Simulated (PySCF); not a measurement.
Ga(OH)3(OH2), H₅GaO₄, singlet at its CAM-B3LYP/def2-SVP optimised geometry (Å):

```
10

Ga    -0.8471    -0.9368     0.0000
O     -0.6372    -1.7399    -1.6083
H     -1.2647    -1.4987    -2.2969
O     -0.9274     0.8542     0.0000
H     -1.4252     1.2354     0.7310
O     -1.5222    -1.7965     1.4044
H     -1.5446    -2.7546     1.3095
O      1.2420    -0.9368     0.0000
H      1.4252     0.0174    -0.0127
H      1.2807    -1.2354    -0.9306
```

Level of theory: CAM-B3LYP/def2-TZVP run with PySCF.

Map of the log10 of the electron density (e/bohr³), floored at −4 on the plane z = 0.8 Å:

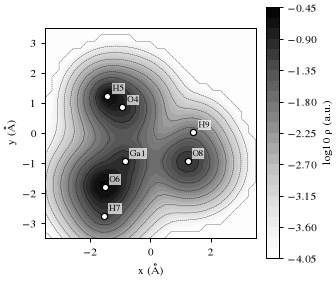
Fig. 1. Log10 of the electron density (e/bohr³), floored at −4 on the plane z = 0.8 Å.
